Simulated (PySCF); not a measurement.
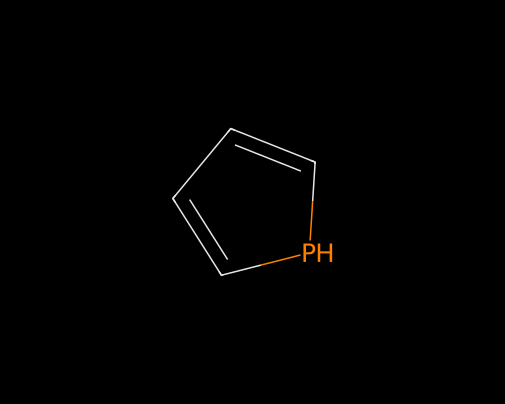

(Drawn from a calculation with PySCF.)

2D structure.

Transcribe the drawing into SMILES.

c1cc[pH]c1

Give the formula, hydrogens included.

C4H5P.

An optimisation with PBE0-D3(BJ)/def2-TZVP gave a structure of which point group?

Cs.
